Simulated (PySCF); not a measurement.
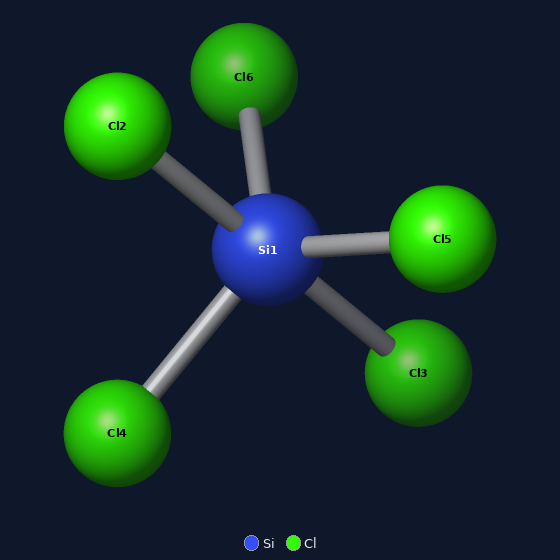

Structure of SiCl₅⁻, singlet.

Unscaled harmonic wavenumbers and double-harmonic intensities, B3LYP/def2-SVPD, PySCF 2.14.0, isolated molecule. The structure is the lowest point that the starts tried gave, with the shape that electron-pair counting expects. Degenerate modes count as one line, with their intensities summed.

> Predict the infrared spectrum.

The most intense lines (point group D3h) lie at 514.2 cm⁻¹ (398.8 km/mol, e') and 404.0 cm⁻¹ (351.9 km/mol, a2''). It has no imaginary mode, so it is a minimum.

| cm⁻¹ | km/mol | symmetry |
| --- | --- | --- |
| 71.4 | 0.5 | e' (×2) |
| 217.1 | 0.0 | e'' (×2) |
| 227.3 | 0.0 | a1' |
| 234.3 | 4.3 | e' (×2) |
| 254.2 | 6.1 | a2'' |
| 343.6 | 0.0 | a1' |
| 404.0 | 351.9 | a2'' |
| 514.2 | 398.8 | e' (×2) |

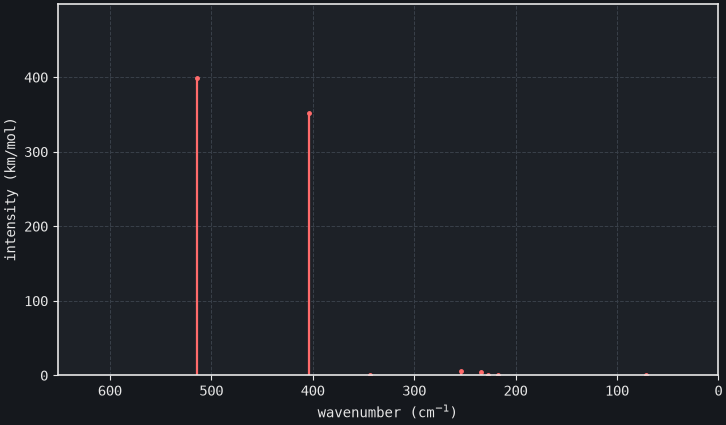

Known limits of this run: double-zeta basis on some or all atoms.
